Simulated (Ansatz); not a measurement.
CH$_{5}$NO$_{2}$SeSi: several calculations on one system

Part 1: Relaxation

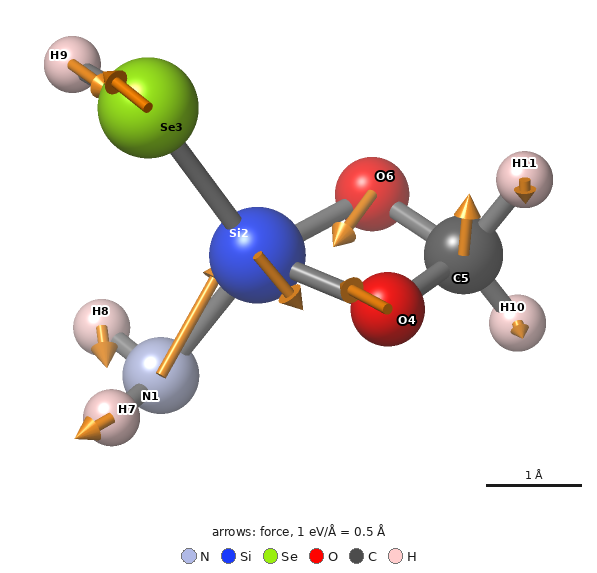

Starting geometry of CH5NO2SeSi with the computed forces as orange arrows. Style: ball-and-stick. Shown at a tilt.

The run prepares an end point of a later path (torsion) calculation, from a guessed geometry.

Level of theory: RKS BHLYP-D4/def2-SVP in Ansatz. Settings: no spin polarisation; force threshold 0.015 eV/Å; at most 40 steps.

### What follows when this structure is relaxed?

It isn't relaxed: the largest force vector, on N1, is 2.84 eV/Å. The final displacements have little in common with the starting forces (cosine between the two patterns 0.24). The atom that moves furthest after the best rigid fit is H8 (1.08 Å). Largest moves by element: H 1.08 Å, N 0.36 Å, O 0.18 Å, Se 0.17 Å, Si 0.08 Å, C 0.04 Å. Near-neighbour distances that change, for instance: N1–Si2 1.780 → 1.681 Å, Se3–H9 1.559 → 1.462 Å, Si2–O4 1.719 → 1.681 Å, Si2–O6 1.707 → 1.677 Å. Bond angles that change, for instance: Si2–N1–H8 104.7° → 121.7°, Si2–N1–H7 108.6° → 123.7°, N1–Si2–O4 115.2° → 124.2°. Groups turn about Si2–Se3 by about 20°. The energy falls by 68.8 kJ/mol in 13 accepted moves (17 points after the start). Largest force component: 2.6 eV/Å at the start, 0.012 eV/Å at the end. The line search rejected the trial steps at points 8, 10, 11, 14 of the run.

Part 2: Relaxation

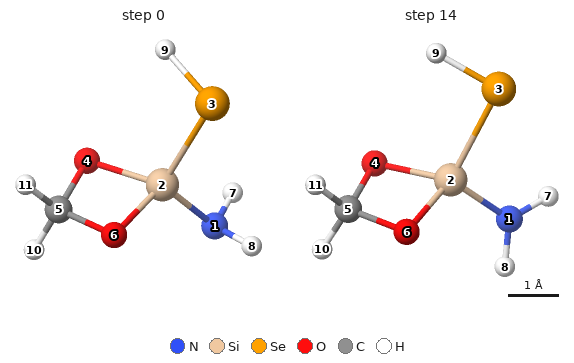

The structure of CH₅NO₂SeSi before (left) and after (right) a relaxation, at one scale.

The picture is a ball-and-stick view, seen at a tilt.

The run prepares an end point of a later path (torsion) calculation, from a guessed geometry.

All numbers below come from RKS BHLYP-D4/def2-SVP (Ansatz).

Input file:
```yaml
crystal:
  periodic: [false, false, false]
  atoms:
    - { symbol: "N", position_ang: [-1.1294, -1.5048, 0.1956] }
    - { symbol: Si, position_ang: [0.1464, -0.2655, 0.1301] }
    - { symbol: Se, position_ang: [1.844, -0.619, 1.5627] }
    - { symbol: O, position_ang: [0.6997, 0.1339, -1.4478] }
    - { symbol: C, position_ang: [0.0853, 1.4102, -1.2574] }
    - { symbol: O, position_ang: [-0.4054, 1.3488, 0.0875] }
    - { symbol: H, position_ang: [-0.7195, -2.3917, 0.0089] }
    - { symbol: H, position_ang: [-1.4906, -1.4569, 1.1606] }
    - { symbol: H, position_ang: [2.89113, -0.73933, 0.41422] }
    - { symbol: H, position_ang: [-0.7449, 1.616, -1.9304] }
    - { symbol: H, position_ang: [0.8655, 2.1951, -1.2993] }
basis:
  gaussian: { orbitals: def2-SVP }
hamiltonian:
  xc: { name: BHLYP }
  dispersion: d4
relax:
  f_tol: 0.015
  max_steps: 40
```

Launched with:
```bash
ansatz run input.yaml --threads 2 --pin off --max-ram 3072MiB --backend cpu --events-out ev --progress --plain --runs-dir out
```

What changed between the two?

After 12 accepted moves (14 points after the start) the energy has fallen by 17.5 kcal/mol. Largest force component: 2.6 eV/Å at the start, 0.011 eV/Å at the end. The line search rejected the trial steps at points 10, 13 of the run. The largest move after the best rigid fit is that of H8, 1.01 Å. By element the largest moves are H 1.01 Å, Se 0.46 Å, N 0.31 Å, O 0.14 Å, Si 0.12 Å, C 0.07 Å. Among the contacts that change: N1–Si2 1.780 → 1.680 Å, Se3–H9 1.559 → 1.460 Å, Si2–O4 1.719 → 1.684 Å, Si2–O6 1.707 → 1.678 Å. Bond angles that change, for instance: Si2–N1–H8 104.7° → 121.8°, Si2–N1–H7 108.6° → 124.0°, N1–Si2–O4 115.2° → 124.0°. Groups turn about Si2–Se3 by about 30°.

Part 3: Path

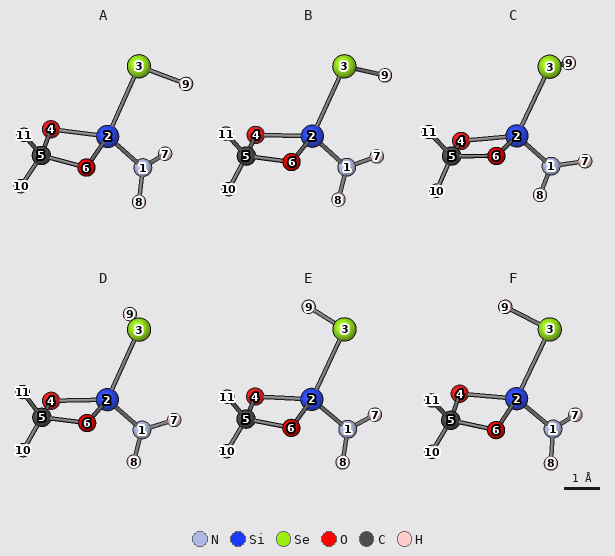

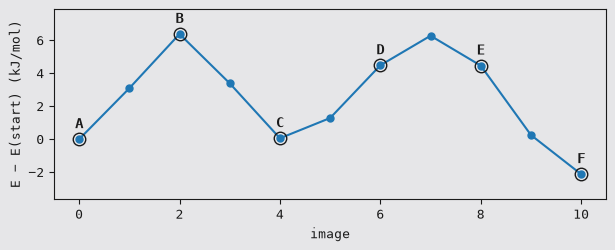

A search for the minimum-energy path of CH5NO2SeSi by the nudged elastic band. Images are numbered from 0 (start) to 10 (end). Frames A to F are images 0, 2, 4, 6, 8, 10. A ball-and-stick model, seen at a tilt.

The calculation used RKS BHLYP-D4/def2-SVP in Ansatz. Settings: 9 movable images; climbing image; force threshold 0.03 eV/Å; iteration limit 29; starting path through a guess of the saddle point.

Question: What happens along the path, and what is the barrier?

Answer: The path has more than one stage, and so few images may leave a stage unresolved. No bond forms or breaks between the ends. Among the angles between lasting bonds that change up to the highest image: Se3–Si2–O6 121.4° → 114.6°, Se3–Si2–O4 107.9° → 114.6°. The energy climbs by 6.4 kJ/mol to image 2 and then falls by 8.5 kJ/mol, so the end point sits at −2.1 kJ/mol. The profile has 2 maxima (images 2, 7) with a dip at image 4 (+0.1 kJ/mol), so the process runs in steps. The band converged in 21 iterations. The largest component of the band force went from 95 to 0.029 eV/Å. The climbing image converged on the top of the path. Its vibrational analysis gives one imaginary mode (215i cm⁻¹), as a transition state must have.

Cost: 17 min on 2 threads of Arm Neoverse V1, with other jobs on the host, peak memory 0.36 GiB.
